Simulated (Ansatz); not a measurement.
Li (bcc, W type)

```xyz
2
Lattice="-3.4763 3.4763 3.4763 1.7381 -1.7381 1.7381 1.7381 1.7381 -1.7381" Properties=species:S:1:pos:R:3 pbc="T T T"
Li     0.0000     0.0000     0.0000
Li    -1.7381     1.7381     1.7381
```

A phonon eigenvector at N = (0.5, 0.0, 0.0) is frozen into this cell: atom i moves by Q times the vector below, so Q is the largest atomic displacement, in Å. The cell is held. (q is in reciprocal vectors of the primitive cell; the cell shown is doubled to hold the pattern.)

```json
[
 {"atom": "Li1", "x": "1.000", "y": "0.000", "z": "0.000"},
 {"atom": "Li2", "x": "-1.000", "y": "0.000", "z": "0.000"}
]
```

All values below come from r2SCAN (plane waves to 500 eV, PAW, scalar-relativistic; Ansatz, a first-principles code). k mesh 19×19×19 (Γ-centred), Fermi-Dirac smearing 0.05 eV. Energies are smeared free energies. With partly filled bands, energies and forces of such displacements shift with the k mesh and the smearing. Li was relaxed with its symmetry unable to fall. The PAW data are Ansatz's earlier set. The zero of ΔE is the undisplaced structure.

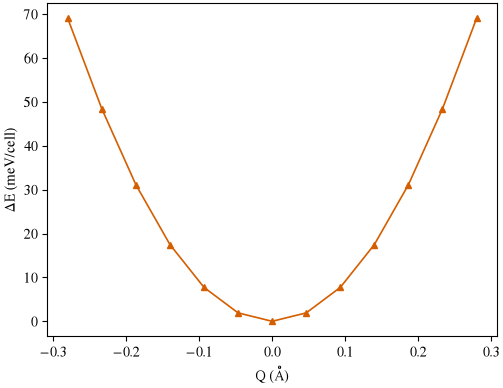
Figure. ΔE (meV/cell) against Q (Å); computed points joined by lines.

Q: What is the energy change at Q = 0.280 Å?

A: About 69 meV/cell.

Q: What harmonic wavenumber does the curvature at Q = 0 give?

A: About 190 cm⁻¹.

(A displaced cell: forces are minus the slopes of the energy, force constants its curvatures, and phonons follow from these.)
